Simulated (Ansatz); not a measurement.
**TaP: pressure series**

Take TaP (space group I4_1md, No. 109; a = 3.310 Å, c = 11.272 Å; a cell from a computed database, its experimental status unchecked) as the base.

Cell and atoms are relaxed at each pressure.

Calculations: DFT with PBEsol, PAW potentials and a 420 eV plane-wave cutoff in Ansatz (an electronic-structure program), spin-orbit coupling left out.

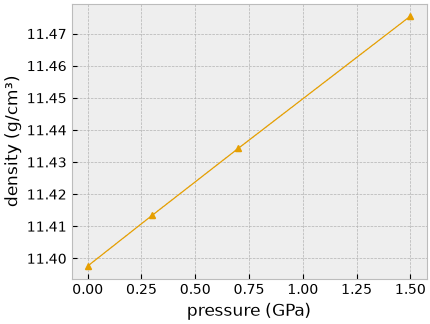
Figure: Density against pressure

```csv
pressure (GPa),density
0.3,11.41 g/cm³
0.7,11.43 g/cm³
1.5,11.48 g/cm³
```

Load acts through the strain it causes; cell and atoms are relaxed under it. No phonon test of stability was made. All final runs are without spin polarisation.
